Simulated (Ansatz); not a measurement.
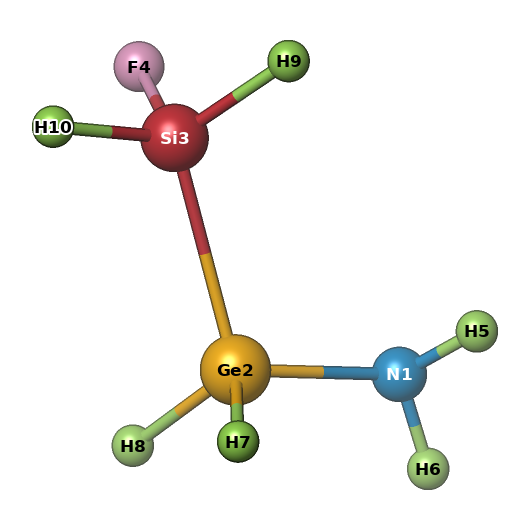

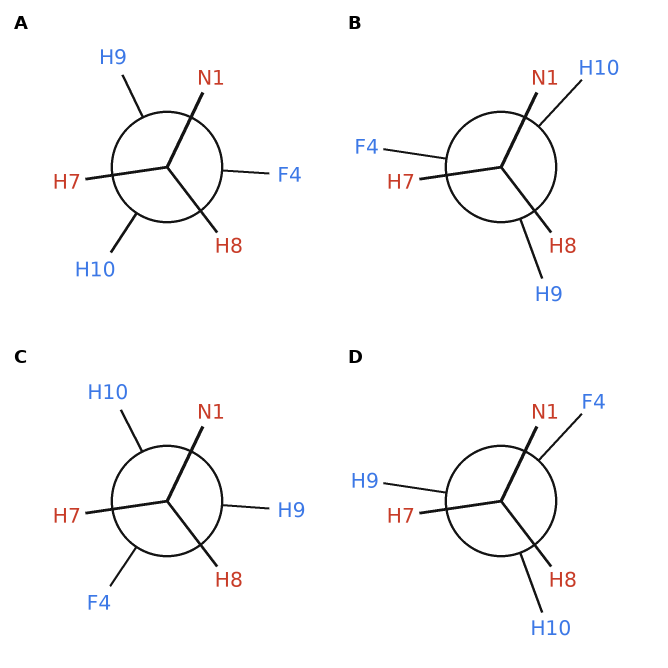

Atoms fade into the background with distance from the viewer. Bonds that would overlap in a projection are set slightly apart. The computed structure is the end point of a PBE0-D4/def2-TZVP optimisation. No frequency run is at hand to confirm it as a minimum.

Question: Which Newman projection shows the view along Ge2–Si3, with Ge2 in front?

Answer: A. The torsion angle N1–Ge2–Si3–F4 is 68°, synclinal (gauche).
